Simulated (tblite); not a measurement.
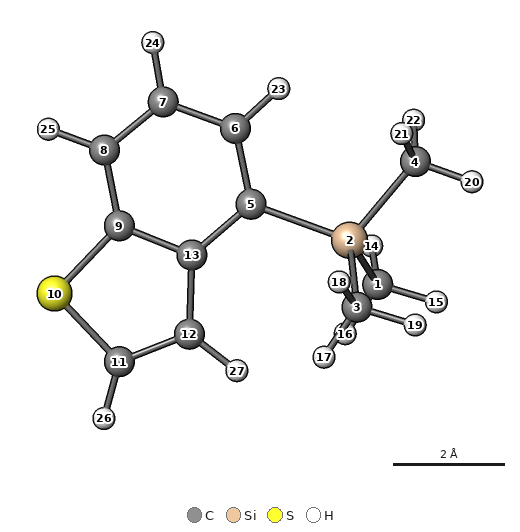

The structure as given in the input (ball-and-stick view, seen on its broad side; atoms are numbered from 1 in the order of the input). Bond lengths as drawn: C–C 1.38 to 1.45 Å, C–H 1.08 to 1.11 Å, C–S 1.70 to 1.72 Å and C–Si 1.87 to 1.90 Å.

## C11H14SSi: geometry relaxation (part 1 of 2)

The run: geometry relaxation of C11H14SSi, SMILES C[Si](C)(C)c1cccc2sccc12. Method and program: GFN2-xTB geometry optimisation, gas phase (tblite 0.8.0).

## What the program printed
```
step      E/eV     max force
  0    -969.57629    1.804
  1    -969.67936    0.827
  2    -969.70712    0.484
  3    -969.72926    0.340
  4    -969.75750    0.273
  5    -969.76717    0.258
  6    -969.77458    0.181
  7    -969.77932    0.162
  8    -969.78296    0.172
  9    -969.78503    0.106
 10    -969.78647    0.076
 11    -969.78743    0.075
 12    -969.78809    0.048
 13    -969.78855    0.047
 14    -969.78887    0.038
 15    -969.78887    0.038
 16    -969.78900    0.031
 17    -969.78924    0.035
 18    -969.78935    0.042
 19    -969.78954    0.037
 20    -969.78973    0.047
 21    -969.78996    0.038
 22    -969.79013    0.030
 23    -969.79026    0.030
 24    -969.79038    0.030
 25    -969.79053    0.035
 26    -969.79066    0.031
 27    -969.79074    0.018
 28    -969.79078    0.014
 29    -969.79082    0.015
 30    -969.79085    0.012
 31    -969.79087    0.009
 32    -969.79088    0.009
 33    -969.79089    0.006
 34    -969.79090    0.005
 35    -969.79091    0.005
 36    -969.79091    0.006
 37    -969.79092    0.007
 38    -969.79093    0.006
 39    -969.79094    0.007
 40    -969.79095    0.009
 41    -969.79097    0.009
 42    -969.79098    0.009
 43    -969.79099    0.007
 44    -969.79099    0.006
 45    -969.79100    0.005
 46    -969.79100    0.005
 47    -969.79101    0.005
 48    -969.79101    0.004
```

## Trajectory as extended XYZ (Å, eV, eV/Å), 12 frames, from step=0 to step=48
```
27
Properties=species:S:1:pos:R:3:forces:R:3 step=0 energy=-969.57629
C    -2.0595    0.0433   -1.5651   -0.8180   0.0530  -0.6830
Si   -1.4485   -0.0181    0.1970    0.5010  -0.3530   0.4180
C    -1.7049    1.6284    1.0589   -0.5280   0.7950   0.1280
C    -2.4665   -1.3082    1.1191    0.0330  -0.4800   0.6380
C     0.3907   -0.4801    0.2421    0.3610   0.0200  -0.0980
C     0.8273   -1.6523    0.8827    0.0770   0.8880  -0.4300
C     2.1757   -1.9952    0.9100    0.5070   0.0780  -0.0980
C     3.1286   -1.1848    0.3005   -0.4710   0.0290  -0.0400
C     2.7049   -0.0192   -0.3559   -0.2330  -0.7670   0.5940
S     3.7256    1.1008   -1.1685    1.2290  -0.1000  -0.1200
C     2.4237    2.1001   -1.6038   -1.6930  -0.3810   0.4940
C     1.2257    1.6047   -1.1396    0.4180   0.1030  -0.0670
C     1.3461    0.3699   -0.3975    0.0480  -0.2430   0.0100
H    -1.8808   -0.9056   -2.0760   -0.0870   0.2780  -0.0150
H    -3.1485    0.2472   -1.5779    0.6050  -0.1800  -0.1160
H    -1.5791    0.8405   -2.1209   -0.0090  -0.0870  -0.1590
H    -1.2169    2.4480    0.5223   -0.1210  -0.1680   0.2730
H    -1.3254    1.6021    2.0776   -0.0070   0.1180  -0.0830
H    -2.7831    1.8666    1.1106    0.5540  -0.0460   0.0170
H    -3.5204   -1.0426    1.1127    0.0500  -0.0960  -0.0080
H    -2.1549   -1.3788    2.1776   -0.1980  -0.0430  -0.5680
H    -2.3568   -2.2971    0.6638   -0.1130   0.2270   0.1970
H     0.1330   -2.3076    1.3951   -0.0530   0.2520  -0.2140
H     2.4842   -2.9138    1.4202   -0.0590   0.4190  -0.2340
H     4.1753   -1.4565    0.3218   -0.0800   0.0860  -0.0350
H     2.5837    3.0043   -2.1658   -0.0020  -0.1830   0.0880
H     0.3008    2.1304   -1.3288    0.0890  -0.2200   0.1120
27
Properties=species:S:1:pos:R:3:forces:R:3 step=4 energy=-969.75750
C    -2.0717    0.0478   -1.5807    0.0120  -0.0060   0.0400
Si   -1.4346   -0.0278    0.2126   -0.0990   0.1280  -0.1390
C    -1.7143    1.6484    1.0667    0.0120  -0.0500  -0.0290
C    -2.4685   -1.3237    1.1358    0.0890   0.0410  -0.0250
C     0.4072   -0.4631    0.2268   -0.1410  -0.0160   0.0380
C     0.8444   -1.6124    0.8670   -0.0690   0.0190  -0.0320
C     2.1800   -1.9832    0.9042    0.0830   0.0650  -0.0390
C     3.1259   -1.1913    0.2980    0.1550   0.1000  -0.0530
C     2.7148   -0.0353   -0.3407    0.0820   0.1140  -0.1330
S     3.7614    1.0921   -1.1693   -0.2140   0.0110   0.0340
C     2.3871    2.0725   -1.5779    0.1330  -0.1160   0.0600
C     1.2138    1.5821   -1.1204    0.2390   0.0780  -0.1070
C     1.3630    0.3533   -0.4001    0.0640   0.0200   0.0310
H    -1.8916   -0.8910   -2.0917   -0.0120  -0.0240  -0.0850
H    -3.1399    0.2381   -1.5955   -0.0130   0.0080  -0.0540
H    -1.5827    0.8335   -2.1438   -0.0150   0.0070  -0.0830
H    -1.2205    2.4548    0.5400    0.0170   0.0940   0.0160
H    -1.3270    1.6219    2.0770    0.0150   0.0910   0.1240
H    -2.7726    1.8767    1.1159   -0.0390   0.0630   0.0300
H    -3.5165   -1.0535    1.1141   -0.0870  -0.0050   0.0170
H    -2.1645   -1.3928    2.1712   -0.0160  -0.0830   0.1370
H    -2.3678   -2.2987    0.6796   -0.0230  -0.1560   0.0070
H     0.1386   -2.2611    1.3589   -0.1620   0.0550  -0.0140
H     2.4824   -2.8863    1.4051    0.0050  -0.1060   0.0710
H     4.1680   -1.4473    0.3173    0.2180  -0.0790   0.0030
H     2.5702    2.9686   -2.1448   -0.0970  -0.0810   0.0630
H     0.2954    2.1042   -1.3131   -0.1360  -0.1730   0.1240
27
Properties=species:S:1:pos:R:3:forces:R:3 step=8 energy=-969.78296
C    -2.0734    0.0486   -1.5902   -0.0180  -0.0020  -0.0550
Si   -1.4434   -0.0181    0.2048    0.0000  -0.0300   0.0490
C    -1.7141    1.6559    1.0721   -0.0050   0.0490   0.0260
C    -2.4650   -1.3288    1.1390   -0.0240  -0.0250   0.0070
C     0.4027   -0.4551    0.2229    0.0320  -0.0190   0.0100
C     0.8459   -1.6025    0.8599    0.0290  -0.0440   0.0060
C     2.1888   -1.9730    0.8991   -0.0600  -0.0260   0.0230
C     3.1463   -1.1875    0.2944    0.0140  -0.0840   0.0500
C     2.7255   -0.0352   -0.3464    0.0120  -0.0440   0.0350
S     3.7621    1.0913   -1.1677    0.0750   0.0150  -0.0180
C     2.3938    2.0609   -1.5698   -0.0670   0.0790  -0.0500
C     1.2206    1.5747   -1.1187   -0.0130  -0.0430   0.0380
C     1.3715    0.3515   -0.3973    0.0380  -0.0400   0.0120
H    -1.8966   -0.8889   -2.1073    0.0080  -0.0260  -0.0150
H    -3.1416    0.2373   -1.6095   -0.0370   0.0220  -0.0390
H    -1.5875    0.8312   -2.1621   -0.0110   0.0140  -0.0340
H    -1.2210    2.4686    0.5495   -0.0070   0.0250   0.0150
H    -1.3282    1.6404    2.0875   -0.0170   0.0110  -0.0060
H    -2.7733    1.8893    1.1223    0.0020   0.0390   0.0230
H    -3.5183   -1.0602    1.1177    0.0380  -0.0230   0.0190
H    -2.1705   -1.4078    2.1820   -0.0060   0.0020  -0.0440
H    -2.3742   -2.3135    0.6888    0.0120   0.0310   0.0180
H     0.1206   -2.2382    1.3446    0.0230  -0.0130   0.0030
H     2.4803   -2.8831    1.4054   -0.0180   0.0470  -0.0130
H     4.1924   -1.4535    0.3153   -0.0170   0.0020  -0.0060
H     2.5554    2.9538   -2.1344    0.0260   0.1460  -0.0880
H     0.2815    2.0683   -1.2897   -0.0070  -0.0600   0.0350
27
Properties=species:S:1:pos:R:3:forces:R:3 step=13 energy=-969.78855
C    -2.0767    0.0488   -1.5971   -0.0070   0.0060  -0.0040
Si   -1.4449   -0.0159    0.2049    0.0050   0.0210  -0.0210
C    -1.7155    1.6626    1.0751   -0.0070   0.0120   0.0010
C    -2.4646   -1.3308    1.1393    0.0060   0.0060  -0.0010
C     0.4057   -0.4560    0.2230    0.0050   0.0070  -0.0120
C     0.8457   -1.6049    0.8591    0.0060  -0.0030   0.0050
C     2.1874   -1.9749    0.9005    0.0180  -0.0040  -0.0010
C     3.1504   -1.1940    0.2978    0.0020   0.0160  -0.0110
C     2.7349   -0.0394   -0.3442   -0.0180   0.0200  -0.0120
S     3.7634    1.0968   -1.1711    0.0150   0.0170  -0.0140
C     2.3896    2.0696   -1.5758   -0.0020  -0.0120   0.0110
C     1.2246    1.5698   -1.1152   -0.0140   0.0090  -0.0090
C     1.3810    0.3457   -0.3953   -0.0160   0.0250  -0.0060
H    -1.8976   -0.8906   -2.1130   -0.0070   0.0150   0.0150
H    -3.1459    0.2400   -1.6216    0.0140  -0.0080  -0.0130
H    -1.5917    0.8312   -2.1724   -0.0060  -0.0120  -0.0010
H    -1.2222    2.4774    0.5548   -0.0040   0.0010   0.0090
H    -1.3308    1.6472    2.0909   -0.0020  -0.0060  -0.0080
H    -2.7739    1.9008    1.1285    0.0060   0.0110   0.0030
H    -3.5175   -1.0654    1.1218    0.0000  -0.0070  -0.0010
H    -2.1708   -1.4110    2.1813    0.0200   0.0120  -0.0060
H    -2.3725   -2.3154    0.6914    0.0160   0.0120  -0.0140
H     0.1201   -2.2390    1.3435    0.0070  -0.0320   0.0140
H     2.4773   -2.8822    1.4083   -0.0030  -0.0220   0.0180
H     4.1962   -1.4585    0.3160   -0.0020  -0.0360   0.0220
H     2.5527    2.9676   -2.1419   -0.0260  -0.0320   0.0230
H     0.2758    2.0470   -1.2766   -0.0050  -0.0160   0.0110
27
Properties=species:S:1:pos:R:3:forces:R:3 step=17 energy=-969.78924
C    -2.0772    0.0495   -1.5979    0.0040   0.0030   0.0090
Si   -1.4448   -0.0142    0.2038    0.0000   0.0090  -0.0050
C    -1.7161    1.6640    1.0753    0.0020  -0.0060  -0.0070
C    -2.4638   -1.3299    1.1388    0.0140   0.0160  -0.0110
C     0.4061   -0.4563    0.2226   -0.0090  -0.0070   0.0060
C     0.8464   -1.6054    0.8594   -0.0030  -0.0020   0.0000
C     2.1883   -1.9753    0.9006   -0.0060   0.0030   0.0000
C     3.1507   -1.1935    0.2973    0.0010  -0.0020   0.0000
C     2.7348   -0.0385   -0.3449    0.0150   0.0010  -0.0020
S     3.7647    1.0983   -1.1723   -0.0340  -0.0050   0.0070
C     2.3887    2.0689   -1.5751    0.0100   0.0020  -0.0020
C     1.2236    1.5697   -1.1154   -0.0120  -0.0070   0.0070
C     1.3805    0.3466   -0.3953    0.0130  -0.0190   0.0060
H    -1.8981   -0.8901   -2.1120    0.0010  -0.0070   0.0030
H    -3.1459    0.2397   -1.6237   -0.0090   0.0010  -0.0070
H    -1.5922    0.8306   -2.1737    0.0030   0.0040  -0.0120
H    -1.2225    2.4786    0.5560    0.0030   0.0140   0.0020
H    -1.3311    1.6469    2.0905    0.0020  -0.0040   0.0050
H    -2.7738    1.9029    1.1292   -0.0080   0.0100   0.0020
H    -3.5170   -1.0665    1.1220   -0.0020  -0.0020   0.0000
H    -2.1685   -1.4097    2.1803    0.0190   0.0100  -0.0010
H    -2.3705   -2.3139    0.6902    0.0170   0.0050  -0.0130
H     0.1216   -2.2417    1.3443    0.0160  -0.0060  -0.0020
H     2.4767   -2.8833    1.4097    0.0020   0.0020   0.0010
H     4.1958   -1.4622    0.3182   -0.0100  -0.0090   0.0060
H     2.5498    2.9666   -2.1408   -0.0170  -0.0050   0.0060
H     0.2739    2.0447   -1.2750   -0.0130   0.0030   0.0000
27
Properties=species:S:1:pos:R:3:forces:R:3 step=21 energy=-969.78996
C    -2.0776    0.0513   -1.5989   -0.0040  -0.0020  -0.0150
Si   -1.4446   -0.0098    0.2015    0.0070   0.0030  -0.0020
C    -1.7165    1.6663    1.0748    0.0010   0.0160   0.0060
C    -2.4598   -1.3261    1.1361   -0.0010  -0.0090   0.0030
C     0.4047   -0.4584    0.2237    0.0100   0.0070  -0.0040
C     0.8466   -1.6070    0.8598   -0.0090  -0.0030   0.0040
C     2.1887   -1.9747    0.9008   -0.0090  -0.0130   0.0060
C     3.1513   -1.1938    0.2974   -0.0110  -0.0180   0.0110
C     2.7348   -0.0394   -0.3452   -0.0110  -0.0170   0.0170
S     3.7615    1.0980   -1.1719    0.0050   0.0110  -0.0080
C     2.3853    2.0668   -1.5728   -0.0350   0.0130  -0.0070
C     1.2196    1.5676   -1.1139   -0.0010  -0.0120   0.0140
C     1.3796    0.3443   -0.3939   -0.0040  -0.0060  -0.0030
H    -1.8981   -0.8910   -2.1088    0.0020   0.0050  -0.0010
H    -3.1471    0.2396   -1.6264    0.0110   0.0070  -0.0040
H    -1.5918    0.8305   -2.1775   -0.0100  -0.0090  -0.0070
H    -1.2221    2.4825    0.5580   -0.0020   0.0040   0.0110
H    -1.3310    1.6445    2.0902   -0.0060   0.0060  -0.0060
H    -2.7745    1.9063    1.1298    0.0120   0.0020   0.0010
H    -3.5147   -1.0680    1.1218    0.0110   0.0010   0.0030
H    -2.1603   -1.4047    2.1768    0.0050   0.0010  -0.0110
H    -2.3627   -2.3089    0.6851    0.0130   0.0050   0.0010
H     0.1261   -2.2468    1.3452   -0.0150  -0.0040   0.0030
H     2.4769   -2.8824    1.4104    0.0060  -0.0010   0.0020
H     4.1944   -1.4686    0.3220    0.0070   0.0200  -0.0120
H     2.5420    2.9645   -2.1383    0.0030   0.0180  -0.0100
H     0.2695    2.0439   -1.2738    0.0230  -0.0230   0.0100
```
